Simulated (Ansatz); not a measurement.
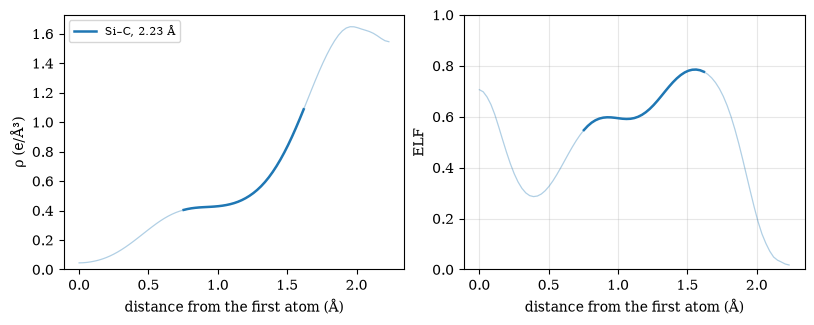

*Si4C. Valence charge density (pseudo) and electron localisation function along straight lines between neighbouring atoms. Thin, pale parts lie inside the atomic spheres.*

Space group Im-3m; a structure generated by program, which may or may not match a known phase.

Computed with DFT PBE, scalar-relativistic, plane waves, PAW in Ansatz.

Core electrons are frozen (PAW), and the valence fields are smoothed inside the atomic spheres.

What can be read from the curves?

Answer. Si–C (2.23 Å): ρ is about 0.45 e/Å³ halfway; the ELF peaks at about 0.80 in the valence shell of C, 0.7 Å from its nucleus, and is about 0.60 at the midpoint.
